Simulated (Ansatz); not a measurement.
```yaml
atoms:
  - { symbol: N, position_ang: [-1.3727, 1.0703, 1.4527] }
  - { symbol: Si, position_ang: [-0.2290, -0.1468, 1.0194] }
  - { symbol: S, position_ang: [1.2950, -0.0899, 2.5377] }
  - { symbol: N, position_ang: [0.6789, -0.0252, -0.4609] }
  - { symbol: Si, position_ang: [0.4812, -0.8970, -1.9578] }
  - { symbol: H, position_ang: [-2.3003, 1.0520, 1.0378] }
  - { symbol: H, position_ang: [-1.0728, 2.0243, 1.6308] }
  - { symbol: H, position_ang: [-1.0115, -1.4065, 0.9106] }
  - { symbol: H, position_ang: [0.4404, 0.2389, 3.5319] }
  - { symbol: H, position_ang: [1.4341, 0.6607, -0.4457] }
  - { symbol: H, position_ang: [0.1944, 0.0204, -3.1060] }
  - { symbol: H, position_ang: [-0.6722, -1.8256, -1.7845] }
  - { symbol: H, position_ang: [1.6999, -1.6855, -2.3212] }
```

These are results of RKS r2SCAN-D4/def2-SVP in Ansatz, not measurements.

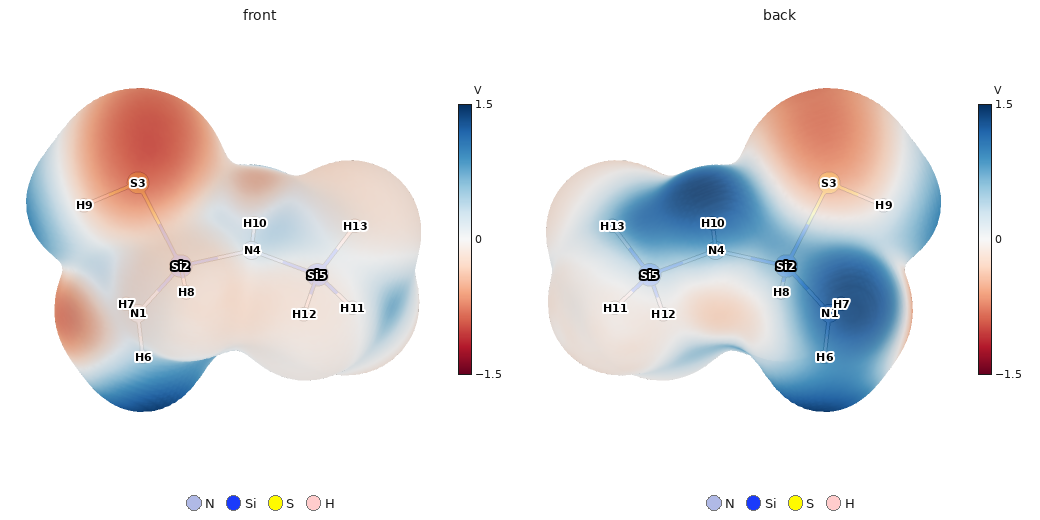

H₈N₂SSi₂ (SMILES N[SiH](S)N[SiH3]). The molecular electrostatic potential painted on the density surface at 0.001 e/bohr³, seen from the front and from behind; the colour scale runs from red (negative) to blue (positive).

**Where is the surface potential most negative and most positive?**

The most negative region (about −1.0 V) lies over S3, the most positive (about +1.4 V) over H6, H7 and H10.
